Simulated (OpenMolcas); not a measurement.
## Energy and gradient calculation of CCl2FNSi

System: CCl2FNSi, SMILES N#C[Si](F)(Cl)Cl.
Method: B3LYP/6-31G*, RKS (OpenMolcas 26.06).

The geometry comes from this level: PBE0-D4/def2-TZVP.

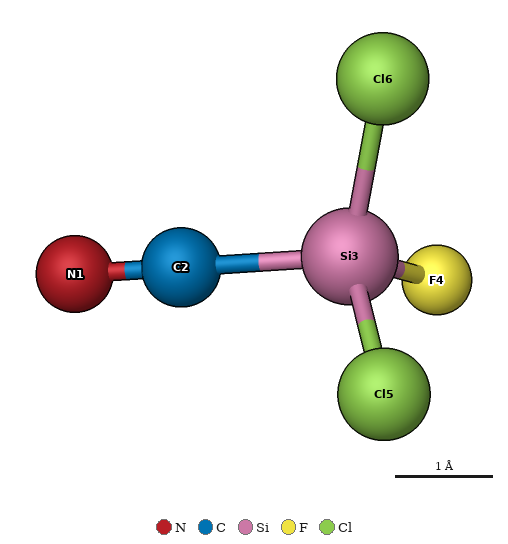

Figure 1. The structure (ball-and-stick view, seen at a tilt; atoms are numbered from 1 in the order of the input). Bond lengths as drawn: Cl–Si 2.01 Å, C–N 1.15 Å, C–Si 1.83 Å and F–Si 1.57 Å.

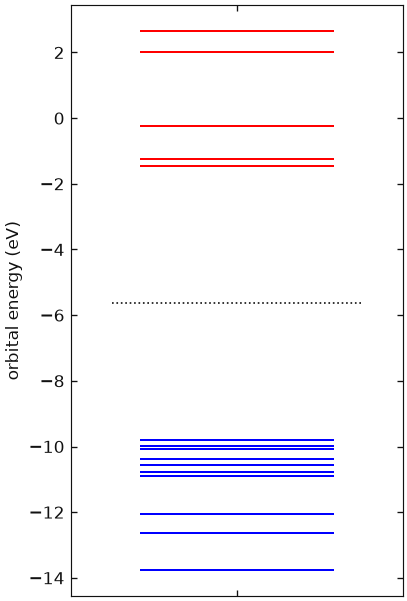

Figure 2. Orbital energies near the frontier; the dotted line parts filled from empty levels, and levels within 0.02 eV of each other stand side by side. Highest filled −9.80 eV, lowest empty −1.45 eV, 8.35 eV apart.

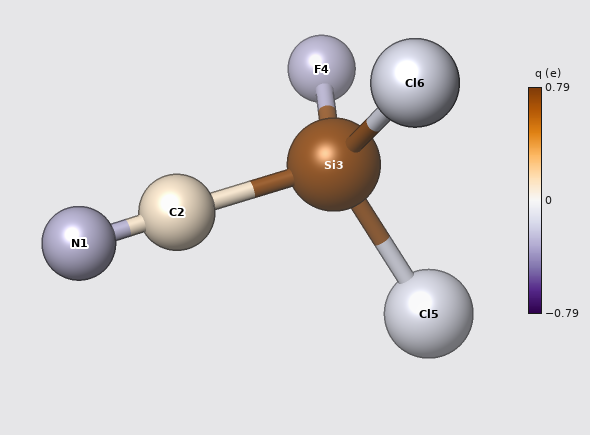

Figure 3. Mulliken charges, as the colour of each atom (ball-and-stick view, seen at a tilt; atoms are numbered from 1 in the order of the input). By element: N −0.28, C +0.11, Si +0.75, F −0.30 and Cl −0.14 e.

The input and output of the run follow.

## Input
```
* CCl2FNSi Kohn-Sham DFT

&gateway
  baslib=$CurrDir
  coord
  6
  angstrom
  N        1.752600      -1.361000       1.114200
  C        0.923100      -0.763300       0.585900
  Si      -0.381900       0.210300      -0.249400
  F       -1.471500      -0.801900      -0.758800
  Cl       0.422900       1.177100      -1.812500
  Cl      -1.203100       1.474700       1.074300
  basis=6-31Gs
  group=NoSym

&seward
  gridinput
  Grid=UltraFine
  End of Grid

&scf
  ksdft=B3LYP
  thresholds=1e-10 1e-07 1e-07 1e-05
  prorbitals=0

&alaska
```

Run as:
```bash
export MOLCAS_MEM=1860
pymolcas calc.input > calc.log
```

## What the program printed
```
--- Start Module: gateway ---

                                              &GATEWAY

                       available to each process: 1.9 GB of memory, 1 thread

 Basis Set     1 Label: N.6-31GS
 Basis set is read from library:.
 basistype.tbl is not found

 Basis Set     2 Label: C.6-31GS
 Basis set is read from library:.
 basistype.tbl is not found

 Basis Set     3 Label: SI.6-31GS
 Basis set is read from library:.
 basistype.tbl is not found

 Basis Set     4 Label: F.6-31GS
 Basis set is read from library:.
 basistype.tbl is not found

 Basis Set     5 Label: CL.6-31GS
 Basis set is read from library:.
 basistype.tbl is not found

++    Symmetry information:
      ---------------------

                    Character Table for C1

                             E
                    a        1  x, y, xy, Rz, z, xz, Ry, yz, Rx, I
--

++    Basis set information:
      ----------------------

      Basis set label: N.6-31GS.........

      Electronic valence basis set:
      ------------------
      Associated Effective Charge   7.000000 au
      Associated Actual Charge      7.000000 au
      Nuclear Model: Point charge

      Shell  nPrim  nBasis  Cartesian Spherical Contaminant
         s      10       3        X
         p       4       2        X
         d       1       1        X

      Basis set label: C.6-31GS.........

      Electronic valence basis set:
      ------------------
      Associated Effective Charge   6.000000 au
      Associated Actual Charge      6.000000 au
      Nuclear Model: Point charge

      Shell  nPrim  nBasis  Cartesian Spherical Contaminant
         s      10       3        X
         p       4       2        X
         d       1       1        X

      Basis set label: SI.6-31GS.........

      Electronic valence basis set:
      ------------------
      Associated Effective Charge  14.000000 au
      Associated Actual Charge     14.000000 au
      Nuclear Model: Point charge

      Shell  nPrim  nBasis  Cartesian Spherical Contaminant
         s      16       4        X
         p      10       3        X
         d       1       1        X

      Basis set label: F.6-31GS.........

      Electronic valence basis set:
      ------------------
      Associated Effective Charge   9.000000 au
      Associated Actual Charge      9.000000 au
      Nuclear Model: Point charge

      Shell  nPrim  nBasis  Cartesian Spherical Contaminant
         s      10       3        X
         p       4       2        X
         d       1       1        X

      Basis set label: CL.6-31GS.........

      Electronic valence basis set:
      ------------------
      Associated Effective Charge  17.000000 au
      Associated Actual Charge     17.000000 au
      Nuclear Model: Point charge

      Shell  nPrim  nBasis  Cartesian Spherical Contaminant
         s      16       4        X
         p      10       3        X
         d       1       1        X
--

++    Molecular structure info:
      -------------------------

                    ************************************************
                    **** Cartesian Coordinates / bohr, angstrom ****
                    ************************************************

     Center  Label                x              y              z                     x              y              z
        1      N1               3.311934      -2.571917       2.105533              1.752600      -1.361000       1.114200
        2      C2               1.744406      -1.442428       1.107191              0.923100      -0.763300       0.585900
        3      SI3             -0.721686       0.397409      -0.471298             -0.381900       0.210300      -0.249400
        4      F4              -2.780732      -1.515371      -1.433924             -1.471500      -0.801900      -0.758800
        5      CL5              0.799165       2.224397      -3.425129              0.422900       1.177100      -1.812500
        6      CL6             -2.273530       2.786779       2.030133             -1.203100       1.474700       1.074300

                    ***************************************
                    *    InterNuclear Distances / bohr    *
                    ***************************************

               1 N1            2 C2            3 SI3           4 F4            5 CL5           6 CL6
    1 N1       0.000000
    2 C2       2.174759        0.000000
    3 SI3      5.632677        3.458069        0.000000
    4 F4       7.124930        5.190324        2.970698        0.000000
    5 CL5      7.739952        5.906014        3.791568        5.546749        0.000000
    6 CL6      7.740718        5.906083        3.791366        5.546661        6.286303        0.000000

                    *******************************************
                    *    InterNuclear Distances / angstrom    *
                    *******************************************

               1 N1            2 C2            3 SI3           4 F4            5 CL5           6 CL6
    1 N1       0.000000
    2 C2       1.150833        0.000000
    3 SI3      2.980684        1.829931        0.000000
    4 F4       3.770350        2.746601        1.572026        0.000000
    5 CL5      4.095806        3.125328        2.006411        2.935213        0.000000
    6 CL6      4.096212        3.125365        2.006305        2.935166        3.326568        0.000000
--

            Nuclear Potential Energy            414.63722002 au

--- Stop Module: gateway /rc=_RC_ALL_IS_WELL_ ---

--- Start Module: seward ---

                                              &SEWARD

                       available to each process: 1.9 GB of memory, 1 thread

               SEWARD will generate:
                  Multipole Moment integrals up to order  2
                  Kinetic Energy integrals
                  Nuclear Attraction integrals (point charge)
                  One-Electron Hamiltonian integrals
                  Velocity integrals
                  Orbital angular momentum around ( -0.4007   0.7294  -0.3249 )
                  Velocity quadrupole around ( -0.4007   0.7294  -0.3249 )
                  Two-Electron Repulsion integrals

                   Integrals are discarded if absolute value <: 1.00E-14
                   Integral cutoff threshold is set to       <: 1.00E-16

            Nuclear Potential Energy            414.63722002 au

      Basis set specifications :
      Symmetry species         a
      Basis functions          102

--- Stop Module: seward /rc=_RC_ALL_IS_WELL_ ---
--- Module seward spent 9 seconds ---

--- Start Module: scf ---

                                                &SCF

                       available to each process: 1.9 GB of memory, 1 thread

 ###############################################################################
 ###     Minimized-density-differences option turned off!                    ###
 ###############################################################################
++    Input section:
      --------------

      Header of the integral files:

      Cartesian coordinates in angstrom:
      -----------------------------------------------------
      No.  Label        X            Y            Z
      -----------------------------------------------------
       1   N1         1.75260000  -1.36100000   1.11420000
       2   C2         0.92310000  -0.76330000   0.58590000
       3   SI3       -0.38190000   0.21030000  -0.24940000
       4   F4        -1.47150000  -0.80190000  -0.75880000
       5   CL5        0.42290000   1.17710000  -1.81250000
       6   CL6       -1.20310000   1.47470000   1.07430000
      -----------------------------------------------------
      Nuclear repulsion energy =  414.63722002
--

++    Orbital specifications:
      -----------------------

      Symmetry species               1
                                     a
      Frozen orbitals                0
      Occupied orbitals             35
      Secondary orbitals            67
      Deleted orbitals               0
      Total number of orbitals     102
      Number of basis functions    102
--

      Molecular charge                           0.000

      Numerical integration parameters
      --------------------------------
      Radial quadrature type:                         MHL
      Size of radial grid:                            99
      Lebedev angular grid:                           41
      Angular grid pruned with the crowding factor:  1.00E+10
                                 and fading factor:  1.00E+01
      Screening threshold for integral computation:   1.00E-11
      Radial quadrature accuracy:                     1.00E-25
      Maximum batch size:                             128
      AO values are stored on disk
      The same grid will be used for all iterations.

      DFT functional specifications
      -----------------------------
      Using Libxc version: 6.2.2
      Please cite the following reference:
      S. Lehtola, C. Steigemann, M. J.T. Oliveira, and M. A.L. Marques.,  SoftwareX 7, 1–5 (2018) doi:10.1016/j.softx.2017.11.002

      * B3LYP

++    Optimization specifications:
      ----------------------------

      SCF Algorithm: Conventional
      D(i)-D(i-1) density differences are used
      Number of density matrices in core                 5
      Maximum number of NDDO SCF iterations            400
      Maximum number of HF SCF iterations              400
      Threshold for SCF energy change             1.00E-10
      Threshold for density matrix                1.00E-07
      Threshold for Fock matrix                   1.00E-07
      Threshold for linear dependence             1.00E-09
      Threshold at which DIIS is turned on        1.50E-01
      Maximum depth in the DIIS procedure                5
      Maximum depth in the BFGS Hessian update          30
      Threshold at which QNR/C2DIIS is turned on  7.50E-02
      Threshold for Norm(delta) (QNR/C2DIIS)      1.00E-05
      All orbitals punched on: SCFORB
--

      Input vectors read from INPORB
      Orbital file label: *Guess orbitals

++ Convergence information
                                   B3LYP      iterations: Energy and convergence statistics

Iter     Tot. B3LYP      One-elec.       Two-elec.     Energy      Max Dij or  Max Fij      DNorm      TNorm      AccCon     Time
         Energy          Energy          Energy        Change      Delta Norm                                                in Sec.

 The total and one-electron energies are shifted by a value of      1000. a.u.

   1  -401.917497090 -1833.304791864  1016.750074752   0.00E+00    7.76E-01*   3.34E-01*    1.16E+01   4.04E+02   None         3.
   2  -398.783502117 -1859.811853726  1046.391131587   3.13E+00*   2.06E-01*   1.46E-01*    8.54E+00   4.12E+02   EDIIS        2.
   3  -402.564577247 -1845.143831420  1027.942034152  -3.78E+00*   2.62E-01*   8.25E-02*    3.02E+00   4.08E+02   EDIIS        2.
   4  -402.441744728 -1840.212120143  1023.133155393   1.23E-01*   1.08E-01*   4.68E-02*    1.83E+00   4.06E+02   EDIIS        2.
   5  -402.719331381 -1841.500324218  1024.143772815  -2.78E-01*   1.57E-01*   2.88E-02*    6.07E-01   4.07E+02   c2DIIS       2.
   6  -402.692696263 -1841.800306799  1024.470390515   2.66E-02*   8.70E-03*   1.84E-02*    7.63E-01   4.07E+02   c2DIIS       2.
   7  -402.732531591 -1842.343493817  1024.973742204  -3.98E-02*   1.99E-02*   4.72E-03*    1.13E-01   4.07E+02   QNRc2DIIS    2.
   8  -402.732402640 -1841.818697156  1024.449074494   1.29E-04*   1.10E-02*   6.75E-03*    1.10E-01   4.07E+02   QNRc2DIIS    2.
   9  -402.732828614 -1842.011570758  1024.641522122  -4.26E-04*   1.88E-03*   6.53E-04*    5.84E-02   4.07E+02   QNRc2DIIS    2.
  10  -402.732840105 -1842.052055689  1024.681995562  -1.15E-05*   2.00E-04*   5.98E-05*    1.02E-02   4.07E+02   QNRc2DIIS    2.
  11  -402.732840206 -1842.055794206  1024.685733978  -1.01E-07*   2.93E-05*   9.40E-06*    1.03E-03   4.07E+02   QNRc2DIIS    2.
  12  -402.732840208 -1842.055684552  1024.685624322  -1.80E-09*   1.26E-05*   2.14E-06*    1.81E-04   4.07E+02   QNRc2DIIS    2.
  13  -402.732840208 -1842.055591231  1024.685531001   2.77E-11*   7.55E-06    4.03E-06*    6.04E-05   4.07E+02   QNRc2DIIS    2.
  14  -402.732840208 -1842.055556056  1024.685495825  -1.63E-10*   1.88E-06    5.36E-07*    2.60E-05   4.07E+02   QNRc2DIIS    2.
  15  -402.732840208 -1842.055601701  1024.685541471  -8.41E-12    4.14E-07    9.95E-08     9.45E-06   4.07E+02   QNRc2DIIS    2.

       Convergence after  15 Iterations
--

 *****************************************************************************************************************************
 *                                             SCF/KS-DFT Program, Final results                                             *
 *                                                       Final Results                                                       *
 *****************************************************************************************************************************

::    Total KS-DFT energy                           -1402.7328402084
      One-electron energy                           -2842.0556017010
      Two-electron energy                            1024.6855414708
      Nuclear repulsion energy                        414.6372200218
      Kinetic energy (interpolated)                  1397.5133618433
      Virial theorem                                    1.0037348325
      Total spin, S(S+1)                                0.0000000000
      Total spin, S                                     0.0000000000
      Max non-diagonal density matrix element           0.0000001537
      Max non-diagonal Fock matrix element              0.0000000459

      No orbitals printed

++    Molecular charges:
      ------------------

      Mulliken charges per centre
      ---------------------------

                N1      C2      SI3     F4      CL5     CL6
      Total    7.2780  5.8906 13.2506  9.2987 17.1412 17.1411

      N-E     -0.2780  0.1094  0.7494 -0.2987 -0.1412 -0.1411

      Total electronic charge=   70.000000

      Total            charge=   -0.000000
--

++    Molecular properties:
      ---------------------

      Charge (e):
                      =   -0.0000
      Dipole Moment (debye):
      Origin of the operator (angstrom)=   -0.2120    0.3860   -0.1719
                   X= -1.1707E+00               Y=  1.2783E+00               Z= -7.8977E-01           Total=  1.9048E+00
      Quadrupole Moment (debye*angstrom):
      Origin of the operator (angstrom)=   -0.2120    0.3860   -0.1719
                  XX= -5.7433E+01              XY=  2.9521E+00              XZ= -3.1236E+00              YY= -5.5957E+01
                  YZ=  2.0260E+00              ZZ= -5.4393E+01
      In traceless form (debye*angstrom)
                  XX= -2.2584E+00              XY=  4.4281E+00              XZ= -4.6854E+00              YY= -4.4140E-02
                  YZ=  3.0390E+00              ZZ=  2.3025E+00
--

--- Stop Module: scf /rc=_RC_ALL_IS_WELL_ ---
--- Module scf spent 42 seconds ---

--- Start Module: alaska ---

                                              &ALASKA

                       available to each process: 1.9 GB of memory, 1 thread

                     Threshold for contributions to the gradient: 1.000E-07

                    ********************************************
                    * Symmetry Adapted Cartesian Displacements *
                    ********************************************

           Irreducible representation : a
           Basis function(s) of irrep: x, y, xy, Rz, z, xz, Ry, yz, Rx, I

 Basis Label        Type   Center Phase
   1   N1           x         1     1
   2   N1           y         1     1
   3   N1           z         1     1
   4   C2           x         2     1
   5   C2           y         2     1
   6   C2           z         2     1
   7   SI3          x         3     1
   8   SI3          y         3     1
   9   SI3          z         3     1
  10   F4           x         4     1
  11   F4           y         4     1
  12   F4           z         4     1
  13   CL5          x         5     1
  14   CL5          y         5     1
  15   CL5          z         5     1
  16   CL6          x         6     1
  17   CL6          y         6     1
  18   CL6          z         6     1

                     No automatic utilization of translational and rotational invariance of the energy is employed.

 DFT contribution computed for a moving grid.

 Conventional ERI gradients!

 **************************************************
 *              Molecular gradients               *
 **************************************************

  Irreducible representation: a
 ------------------------------------------------------------------------------------------
                              X                       Y                       Z
 ------------------------------------------------------------------------------------------
  N1               -2.06197448931391E-02    1.48914162341232E-02   -1.31454202712327E-02
  C2                1.88966058106819E-02   -1.36742699422695E-02    1.20527873464746E-02
  SI3              -1.03514203049515E-02    1.31374061363765E-03   -5.92598843296455E-03
  F4                1.17292198432501E-02    1.06019598785849E-02    5.51190035244176E-03
  CL5              -4.52396705245128E-03   -5.69554971600184E-03    9.09125827386958E-03
  CL6               4.86930659679352E-03   -7.43729706790575E-03   -7.58453726859543E-03
 ------------------------------------------------------------------------------------------

--- Stop Module: alaska /rc=_RC_ALL_IS_WELL_ ---
--- Module alaska spent 15 seconds ---

.##################.
.# Happy landing! #.
.##################.

    Timing: Wall=67.22 User=54.58 System=7.91
```

## Key numbers

```csv
quantity,value
outcome,converged
total energy,−1402.732840 hartree
basis functions,102
largest force,1.472 eV/Å
HOMO,−9.80 eV
LUMO,−1.45 eV
dipole moment,1.90 debye
hardware,"1 thread of AMD EPYC (Zen 3), 128 GiB of memory available, shared host"
wall time,68 s
peak memory,0.56 GiB
```
